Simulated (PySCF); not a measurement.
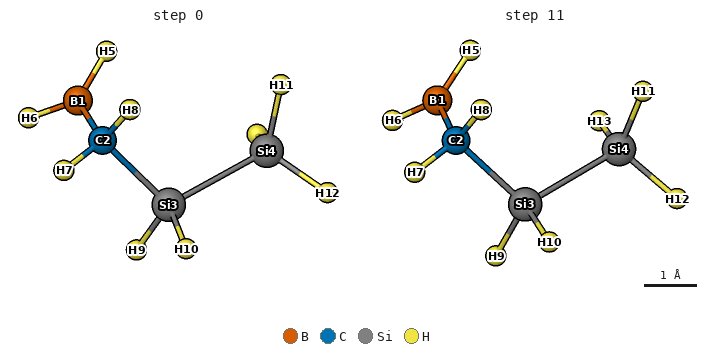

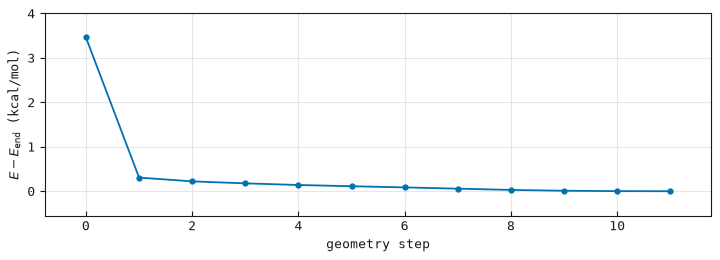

First and last geometry of a relaxation of CH$_{9}$BSi$_{2}$, with the history of the run. The picture is a ball-and-stick view, seen at a tilt.

The start comes from GFN2-xTB. Its atoms were then displaced at random by about 0.01 Å.

These are results of PBE0-D3(BJ)/def2-SVP geometry optimisation, gas phase in PySCF 2.14.0, density-fitted response routines, not measurements. 

Question: Read the history and describe the run.

Answer: It converged. After 11 geometry steps the energy has fallen by 3.46 kcal/mol. The largest moves after the best rigid fit, 0.39 Å, are those of H12 and H13. By element the largest moves are H 0.39 Å, Si 0.12 Å, B 0.10 Å, C 0.05 Å. Among the contacts that change: Si3–H9 1.442 → 1.496 Å, B1–H5 1.177 → 1.212 Å, B1–C2 1.512 → 1.538 Å, C2–H7 1.077 → 1.101 Å. Among the angles between lasting bonds that change: C2–Si3–H10 105.0° → 108.0°, Si4–Si3–H9 112.2° → 109.4°, H11–Si4–H13 106.2° → 108.7°.
